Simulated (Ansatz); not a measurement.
# CH₄Si₂ (SMILES C1=[SiH][SiH2]1): single points off equilibrium

How do the functionals fare away from a minimum? The structure is a structure displaced at random from a GFN2-xTB minimum.

Computed with Ansatz 0.2.0, Gaussian basis. Level: single points in def2-TZVPP.

Correlated methods freeze the cores.

## Step 1: Where the work starts

7 atoms, charge 0, spin multiplicity 1.

Atoms are counted from 1 here; the program's logs count them from 0.

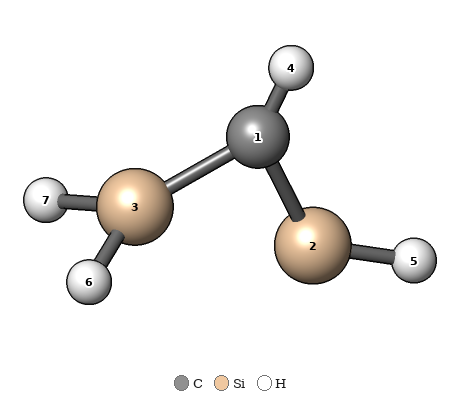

As it starts; carbon grey, silicon light orange, hydrogen white; atoms are numbered from 1 in the order of the file.

As a file:

```mol
CH4Si2
  3D, bonds by distance, orders not assigned

  7  6  0  0  0  0  0  0  0  0999 V2000
   -0.8973   -0.4047   -0.3459 C   0  0
    0.4006    0.6565   -1.2444 Si  0  0
    0.1361   -0.1322    1.1628 Si  0  0
   -1.6319   -0.9806   -0.7605 H   0  0
    0.3628    1.0887   -2.5497 H   0  0
    0.2026    0.8138    2.1165 H   0  0
    1.3106   -0.9431    1.7665 H   0  0
  1  2  8  0
  1  3  8  0
  1  4  8  0
  2  5  8  0
  3  6  8  0
  3  7  8  0
M  END
```

## Step 2: CCSD(T)/def2-TZVPP

Contents of run/in.yaml:

```yaml
crystal:
  periodic: [false, false, false]
  atoms:
    - {symbol: C, position_ang: [-0.897300, -0.404700, -0.345900]}
    - {symbol: Si, position_ang: [0.400600, 0.656500, -1.244400]}
    - {symbol: Si, position_ang: [0.136100, -0.132200, 1.162800]}
    - {symbol: H, position_ang: [-1.631900, -0.980600, -0.760500]}
    - {symbol: H, position_ang: [0.362800, 1.088700, -2.549700]}
    - {symbol: H, position_ang: [0.202600, 0.813800, 2.116500]}
    - {symbol: H, position_ang: [1.310600, -0.943100, 1.766500]}
basis:
  gaussian: {orbitals: def2-TZVPP}
correlation: {method: ccsd_t}
output: {forces: true}
```

The command line of these runs was not kept.

What it wrote, cut to the lines that bear on the results:

```text
Functional definition: HF
  name "HF"
  cite "Fock, Z. Phys. 61, 126 (1930) doi:10.1007/BF01340294"
  parent pbe
[...]
985 factors; integrals over basis functions are off by at most 1.3e-3 eV
[...]
mean field -16814.45823030 eV, -617.9199427143 hartree, gradient 2.8e-6 eV, S^2 0.000000; 0 other end points of the search recorded, 0 dependent functions left out; unrestricted orbitals would lower it
11 core orbitals not correlated: weight in the atoms' cores, before any rotation towards them, 1.000 or more for the frozen orbitals, at most 0.000 for the correlated occupied ones
reference -16814.45823030 eV, -617.9199427143 hartree; 8, 8 occupied and 152, 152 virtual orbitals, 985 factors
second order -11.00194317 eV of doubles, -0.00000000 eV of singles
cycle   1  -11.44416166 eV  change   -4.4e-1 eV  update   1.1e-1
[...]
cycle  15  -11.96507161 eV  change    6.0e-6 eV  update   1.9e-6
perturbative correction -0.68866448 eV, -0.0253079529 hartree
[...]
Total energy: -16827.11196639 eV, -618.3849589386 hartree
Atom 0 at    -0.897300    -0.404700    -0.345900 Å, force     3.818669     2.845654    -0.608917 eV/Å
Atom 1 at     0.400600     0.656500    -1.244400 Å, force    -1.467190    -2.249016     5.810610 eV/Å
Atom 2 at     0.136100    -0.132200     1.162800 Å, force     2.003866    -1.884079    -3.901274 eV/Å
Atom 3 at    -1.631900    -0.980600    -0.760500 Å, force    -2.180880    -1.546951    -0.317477 eV/Å
Atom 4 at     0.362800     1.088700    -2.549700 Å, force    -0.263299     0.466621    -2.456470 eV/Å
Atom 5 at     0.202600     0.813800     2.116500 Å, force    -0.975553     2.634769     2.214690 eV/Å
Atom 6 at     1.310600    -0.943100     1.766500 Å, force    -0.935613    -0.266997    -0.741163 eV/Å
Dipole moment:    -0.088451    -0.050748     0.022076 e Å
```

Wall time 54 s (4 threads, shared host); peak memory 2.5 GiB.

## Step 3: PBE0-D4/def2-TZVPP

run/in.yaml, as its differences from that of step 2:

```diff
@@ -12,3 +12,3 @@
   gaussian: {orbitals: def2-TZVPP}
-correlation: {method: ccsd_t}
-output: {forces: true}
+hamiltonian: {xc: pbe0, dispersion: d4}
+output: {forces: true, orbitals: {seedname: orbitals}}
```

The log in run was not kept; the run's report gives a total energy of -16845.905995 eV.

It took 2.1 s on 4 threads, shared host; peak memory 0.34 GiB.

## Step 4: wB97M-V/def2-TZVPP

run/in.yaml, as its differences from that of step 3:

```diff
@@ -12,3 +12,3 @@
   gaussian: {orbitals: def2-TZVPP}
-hamiltonian: {xc: pbe0, dispersion: d4}
-output: {forces: true, orbitals: {seedname: orbitals}}
+hamiltonian: {xc: {name: wB97M-V}}
+output: {forces: true}
```

The log in run was not kept; the run's report gives a total energy of -16851.978559 eV.

Run time: 5 s. Hardware: 4 threads, shared host; peak memory 0.44 GiB.

## Step 5: r2SCAN-D4/def2-TZVPP

run/in.yaml, as its differences from that of step 4:

```diff
@@ -12,3 +12,3 @@
   gaussian: {orbitals: def2-TZVPP}
-hamiltonian: {xc: {name: wB97M-V}}
+hamiltonian: {xc: r2scan, dispersion: d4}
 output: {forces: true}
```

The log in run was not kept; the run's report gives a total energy of -16851.742860 eV.

It took 2.5 s on 4 threads, shared host; peak memory 0.2 GiB.

## Step 6: PBE-D4/def2-TZVPP

run/in.yaml, as its differences from that of step 5:

```diff
@@ -12,3 +12,3 @@
   gaussian: {orbitals: def2-TZVPP}
-hamiltonian: {xc: r2scan, dispersion: d4}
+hamiltonian: {xc: pbe, dispersion: d4}
 output: {forces: true}
```

The log in run was not kept; the run's report gives a total energy of -16844.478024 eV.

It took 1.2 s on 4 threads, shared host; peak memory 0.19 GiB.

## Step 7: B97M-V/def2-TZVPP

run/in.yaml, as its differences from that of step 6:

```diff
@@ -12,3 +12,3 @@
   gaussian: {orbitals: def2-TZVPP}
-hamiltonian: {xc: pbe, dispersion: d4}
+hamiltonian: {xc: {name: B97M-V}}
 output: {forces: true}
```

What it wrote, cut to the lines that bear on the results:

```text
Functional definition: B97M-V
  name "B97M-V"
  cite "Mardirossian & Head-Gordon, J. Chem. Phys. 142, 074111 (2015) doi:10.1063/1.4907719"
  cite "Becke, J. Chem. Phys. 107, 8554 (1997) doi:10.1063/1.475007"
  cite "Vydrov & Van Voorhis, J. Chem. Phys. 133, 244103 (2010) doi:10.1063/1.3521275"
  # Of w^i u^j: cxij and so on, Table III.
[...]
  gx(w, u) = cx00 + cx01*u + cx02*u^2 + (cx10 + cx11*u)*w
  gss(w, u) = css00 + css02*u^2 + css10*w + (css32*w^3 + css42*w^4)*u^2
  gos(w, u) = cos00 + cos01*u + cos03*u^3 + cos10*w + cos32*w^3*u^2
[...]
      + integral(e_c_pw_mod_opposite_spin*gos(b97_w_opposite, b97_u_opposite)) + vv10(b, c)
992 factors; their error is unknown
[...]
mean field -16849.94163718 eV, -619.2239338656 hartree, gradient 2.9e-5 eV, S^2 0.000000; 0 other end points of the search recorded, 0 dependent functions left out
[...]
reference -16849.94169746 eV, -619.2239360808 hartree; 19, 19 occupied and 152, 152 virtual orbitals, 992 factors
Total energy: -16849.94169746 eV, -619.2239360808 hartree
Atom 0 at    -0.897300    -0.404700    -0.345900 Å, force     4.126145     3.031546    -0.585762 eV/Å
Atom 1 at     0.400600     0.656500    -1.244400 Å, force    -1.640732    -2.421979     6.173926 eV/Å
Atom 2 at     0.136100    -0.132200     1.162800 Å, force     1.600249    -1.816200    -4.373579 eV/Å
Atom 3 at    -1.631900    -0.980600    -0.760500 Å, force    -2.046254    -1.460923    -0.219289 eV/Å
Atom 4 at     0.362800     1.088700    -2.549700 Å, force    -0.306134     0.414401    -2.439168 eV/Å
Atom 5 at     0.202600     0.813800     2.116500 Å, force    -0.925947     2.551620     2.114462 eV/Å
Atom 6 at     1.310600    -0.943100     1.766500 Å, force    -0.807327    -0.298465    -0.670589 eV/Å
Dipole moment:    -0.107375    -0.042055    -0.025131 e Å
```

Wall time 4.3 s (4 threads, shared host); peak memory 0.24 GiB.

## Step 8: SPW92/def2-TZVPP

run/in.yaml, as its differences from that of step 7:

```diff
@@ -12,3 +12,3 @@
   gaussian: {orbitals: def2-TZVPP}
-hamiltonian: {xc: {name: B97M-V}}
+hamiltonian: {xc: lda}
 output: {forces: true}
```

The log in run was not kept; the run's report gives a total energy of -16780.314670 eV.

Run time: 0.8 s. Hardware: 4 threads, shared host; peak memory 0.18 GiB.

## Step 9: The levels compared

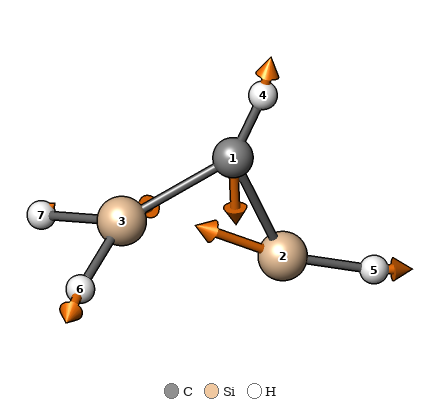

Forces at CCSD(T); the longest arrow is 6.40 eV/Å.

| method | RMS force component (eV/Å) | RMS error against CCSD(T) (eV/Å) | angle to CCSD(T) forces (°) | dipole (D) |
| --- | --- | --- | --- | --- |
| CCSD(T) | 2.337 | reference | reference | 0.50 |
| PBE0-D4 | 2.488 | 0.208 | 3.4 | 0.39 |
| wB97M-V | 2.444 | 0.210 | 4.3 | 0.32 |
| r2SCAN-D4 | 2.439 | 0.144 | 2.4 | 0.48 |
| PBE-D4 | 2.410 | 0.154 | 3.3 | 0.46 |
| B97M-V | 2.428 | 0.194 | 4.1 | 0.57 |
| SPW92 | 2.536 | 0.293 | 5.0 | 0.37 |

Energy less the free neutral atoms in their ground states at the same level (atoms from separate runs):

Differences are taken before rounding.

| method | rung | energy less atoms (kJ/mol) | from CCSD(T) (kJ/mol) |
| --- | --- | --- | --- |
| SPW92 | LDA | -2314.2 | -346.9 |
| PBE-D4 | GGA | -2055.6 | -88.3 |
| r2SCAN-D4 | meta-GGA | -2034.7 | -67.4 |
| B97M-V | meta-GGA | -2052.5 | -85.2 |
| PBE0-D4 | hybrid | -2014.1 | -46.9 |
| wB97M-V | range-separated hybrid | -2024.1 | -56.9 |
| Hartree-Fock | wavefunction | -1382.4 | +584.8 |
| MP2 | wavefunction | -1976.1 | -8.9 |
| CCSD | wavefunction | -1919.2 | +48.0 |
| CCSD(T) | wavefunction | -1967.3 | 0 |

What each level took, beside its miss in the forces (shared host):

| method | time | RMS force error (eV/Å) |
| --- | --- | --- |
| CCSD(T) | 54 s | 0 |
| PBE0-D4 | 2.1 s | 0.208 |
| wB97M-V | 5 s | 0.210 |
| r2SCAN-D4 | 2.5 s | 0.144 |
| PBE-D4 | 1.2 s | 0.154 |
| B97M-V | 4.3 s | 0.194 |
| SPW92 | 0.8 s | 0.293 |

## Step 10: Summary of results

| quantity | value |
| --- | --- |
| energy less free atoms, CCSD(T)/def2-TZVPP | -1967.3 kJ/mol |
| RMS force component | 2.337 to 2.536 eV/Å over the methods |
| RMS force error | PBE0-D4 0.208, wB97M-V 0.210, r2SCAN-D4 0.144, PBE-D4 0.154, B97M-V 0.194, SPW92 0.293 eV/Å |
| HOMO and LUMO, PBE0-D4 | -6.20 and -2.20 eV |
| T1 diagnostic | 0.026 |

What this shows: Against CCSD(T) the functionals' energies less atoms differ by -346.9 to -46.9 kJ/mol, PBE-D4 by -88.3 kJ/mol. A larger basis would deepen the CCSD(T) value, while the functionals are nearly converged already, so the order here is not reliable. On forces the order runs from r2SCAN-D4 to SPW92. Frozen-core CCSD(T) forces in triple zeta carry basis errors of their own, and this is one geometry, so small gaps rank nothing. The T1 diagnostic is large here, over the usual mark for main-group molecules (transition-metal compounds often pass it harmlessly), so CCSD(T) itself may be off. The restricted Hartree–Fock reference is unstable towards an unrestricted one at one or more of these structures.
